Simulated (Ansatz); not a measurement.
F$_{2}$GeH$_{2}$O$_{2}$···HCl

```yaml
atoms:
  - { symbol: Ge, position_ang: [-0.1189, 0.1383, -0.0499] }
  - { symbol: O, position_ang: [0.5847, -0.0125, 1.6048] }
  - { symbol: H, position_ang: [0.2506, 0.6865, 2.2050] }
  - { symbol: F, position_ang: [0.7187, 1.3621, -0.9510] }
  - { symbol: F, position_ang: [-1.7413, 0.7461, 0.1562] }
  - { symbol: O, position_ang: [-0.0039, -1.3867, -0.9078] }
  - { symbol: H, position_ang: [-0.1037, -2.1336, -0.2656] }
  - { symbol: Cl, position_ang: [-0.1174, -2.9846, 1.9157] }
  - { symbol: H, position_ang: [0.3012, -1.7304, 2.0737] }
```

These are results of Ansatz 0.2.0, RKS BLYP-D4/def2-SVP, not measurements.

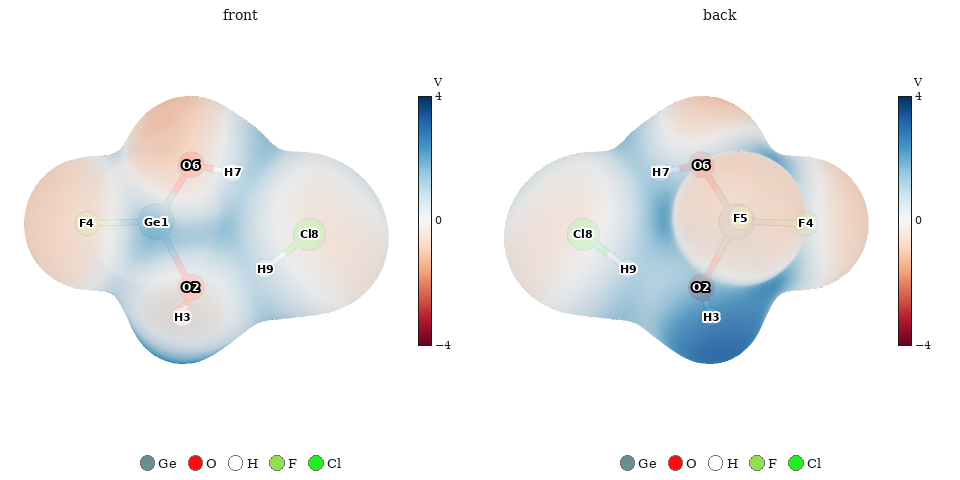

Figure 1. The electrostatic potential painted on the density surface at 0.002 e/bohr³, seen from the front and from behind; red is negative and blue positive.

> Where is the surface potential most negative and most positive?

The most negative region (about −1.1 V) lies over O6, the most positive (about +3.1 V) over H3. O6 is the likeliest acceptor of a hydrogen bond.

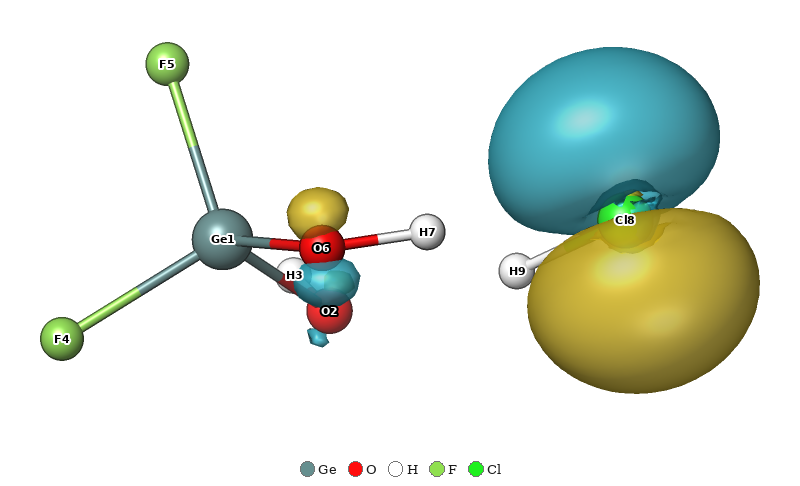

Figure 2. The HOMO at ±0.15 Å⁻³ᐟ² (yellow and cyan are the two phases), seen from one side.

> Describe this orbital and give its energy.

It lies mainly on Cl8 (about 95 %); largely a lone pair of Cl8. Its energy is −7.52 eV.

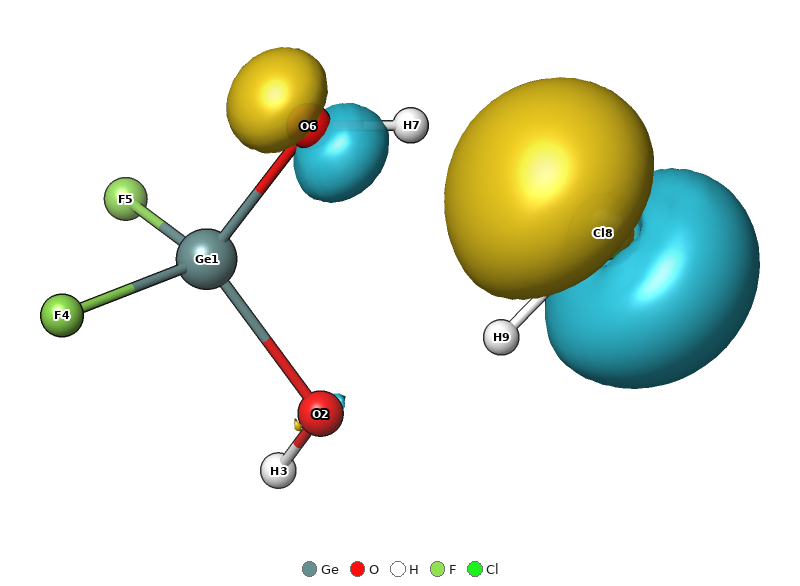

Figure 3. The HOMO−1 at ±0.15 Å⁻³ᐟ² (yellow and cyan are the two phases), seen at a tilt.

> Describe this orbital and give its energy.

Its weight (Hirshfeld) is mainly on Cl8 (about 85 %) and O6 (about 5 %); largely a lone pair of Cl8. Its energy is −7.71 eV.
